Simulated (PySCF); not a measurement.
C₄H₁₀OSi₃ (SMILES C#C[SiH2]C([SiH3])([SiH3])C=O)

```yaml
atoms:
  - { symbol: C, position_ang: [3.2965, 0.2008, -0.8062] }
  - { symbol: C, position_ang: [2.1510, -0.0396, -1.0793] }
  - { symbol: Si, position_ang: [0.3928, -0.4171, -1.5387] }
  - { symbol: C, position_ang: [-0.6363, -0.0661, 0.0517] }
  - { symbol: Si, position_ang: [-0.5833, 1.7552, 0.6229] }
  - { symbol: Si, position_ang: [-0.2105, -1.2246, 1.5099] }
  - { symbol: C, position_ang: [-1.9793, -0.3723, -0.4082] }
  - { symbol: O, position_ang: [-2.1992, -0.7497, -1.5408] }
  - { symbol: H, position_ang: [4.2983, 0.4133, -0.5622] }
  - { symbol: H, position_ang: [0.0082, 0.4964, -2.6127] }
  - { symbol: H, position_ang: [0.3180, -1.8322, -1.8973] }
  - { symbol: H, position_ang: [-1.5771, 1.9600, 1.6821] }
  - { symbol: H, position_ang: [0.7566, 2.0454, 1.1262] }
  - { symbol: H, position_ang: [-0.9059, 2.6364, -0.5007] }
  - { symbol: H, position_ang: [1.1373, -0.9040, 1.9723] }
  - { symbol: H, position_ang: [-1.1820, -1.0238, 2.5905] }
  - { symbol: H, position_ang: [-0.2798, -2.6194, 1.0701] }
  - { symbol: H, position_ang: [-2.8140, -0.2523, 0.3089] }
```

Geometry: GFN2-xTB.

The calculation used PBE0/pcSseg-1, SCF density, gas phase, non-relativistic (PySCF).

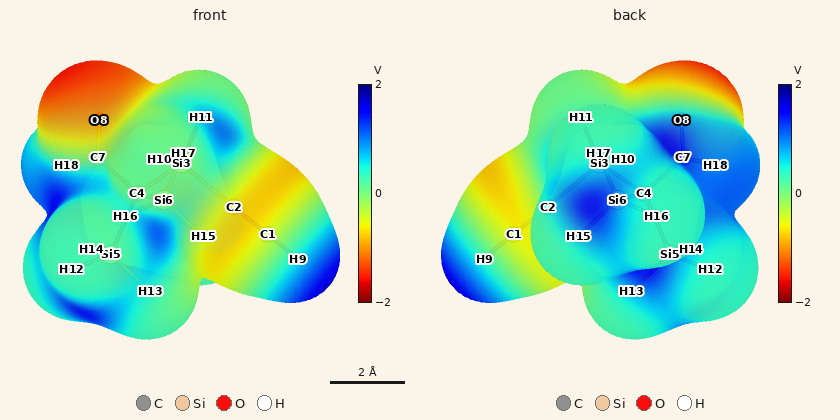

Figure 1. The molecular electrostatic potential painted on the density surface at 0.002 e/bohr³, seen from the front and from behind; red is negative and blue positive.

Q: Which sites attract a positive test charge, and which a negative one?

A: A positive charge is drawn to the negative regions and a negative charge to the positive ones. The most negative region (about −1.5 V) lies over O8, the most positive (about +1.6 V) over H9. O8 is the likeliest acceptor of a hydrogen bond.

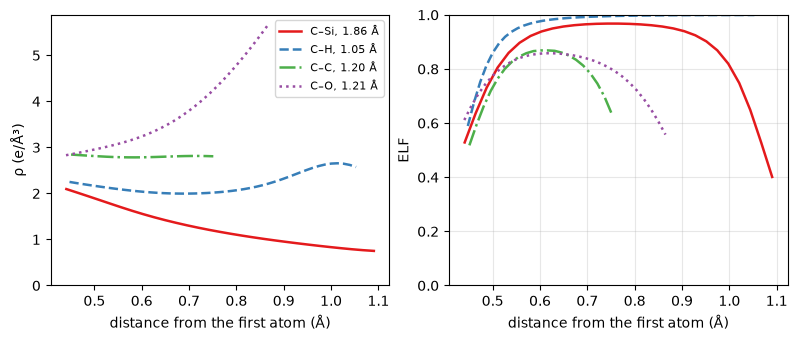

Figure 2. Total electron density and electron localisation function along straight lines between neighbouring atoms. The curves leave out the atomic cores.

Q: What kind of bonding do the profiles show?

A: C–Si (1.86 Å): ρ is about 0.92 e/Å³ halfway; the ELF peaks at about 0.95 between the atoms; a shared electron pair.
C–H (1.05 Å): ρ at the midpoint is about 2.1 e/Å³; the ELF climbs to about 1 towards the hydrogen, as it does in any bond to H (an ordinary covalent bond to hydrogen).
C–C (1.20 Å): ρ is about 2.8 e/Å³ halfway; the ELF peaks at about 0.85 between the atoms (a multiple bond).
C–O (1.21 Å): ρ at the midpoint is about 3.3 e/Å³; the ELF peaks at about 0.85 between the atoms (a short, multiple covalent bond).
